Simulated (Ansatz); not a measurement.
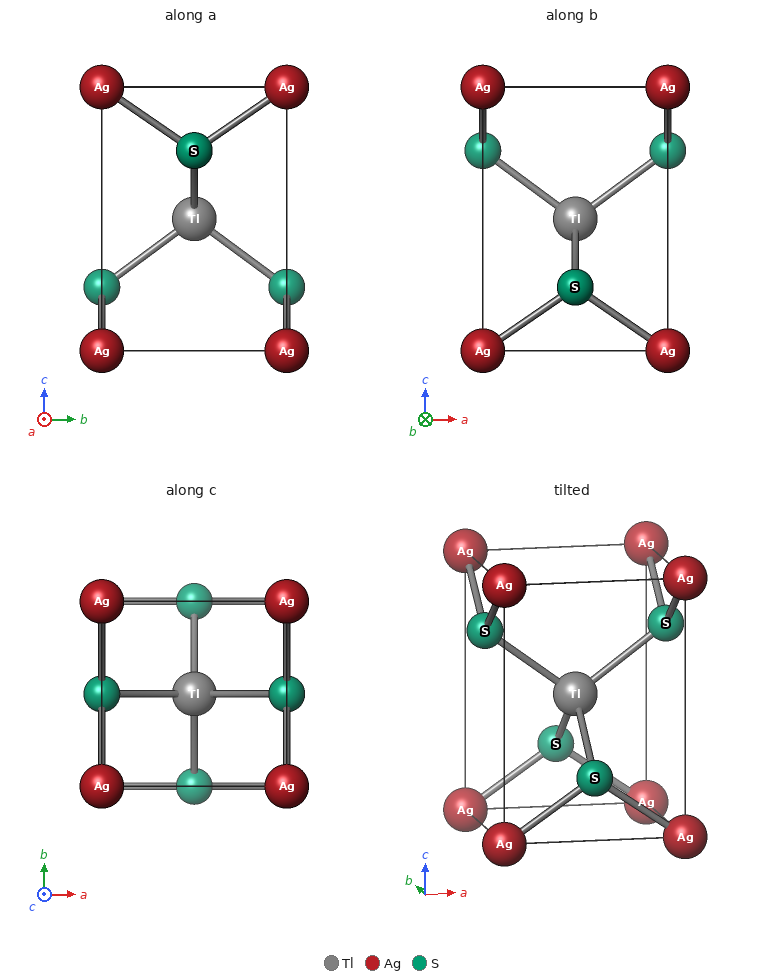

The figure gives a ball-and-stick picture of the atoms, viewed along the a axis, along the b axis, along the c axis and slightly off an axis. One conventional unit cell is framed, with atoms on its boundary repeated.

Lattice parameters: a = 4.2027 Å, b = 4.2027 Å, c = 5.9928 Å, α = 90.000°, β = 90.000°, γ = 90.000°.

**Reconstruct the structure as a CIF in P1 with every atom of the cell, with free fractional coordinates to two decimals.**

```cif
data_structure
_symmetry_space_group_name_H-M 'P 1'
_symmetry_Int_Tables_number 1
_cell_length_a 4.2027
_cell_length_b 4.2027
_cell_length_c 5.9928
_cell_angle_alpha 90.000
_cell_angle_beta 90.000
_cell_angle_gamma 90.000
_cell_volume 105.85
loop_
_atom_site_label
_atom_site_type_symbol
_atom_site_fract_x
_atom_site_fract_y
_atom_site_fract_z
_atom_site_occupancy
Tl1 Tl 0.50 0.50 0.50 1
Ag1 Ag 0.00 0.00 0.00 1
S1 S 0.50 0.00 0.24 1
S2 S 0.00 0.50 0.76 1
```

The cell started as a structure type filled with these elements by a generator (whether the compound takes this form wasn't checked). Earlier steps of the study may have refined or changed the cell and positions. It was the input of a calculation with Ansatz.
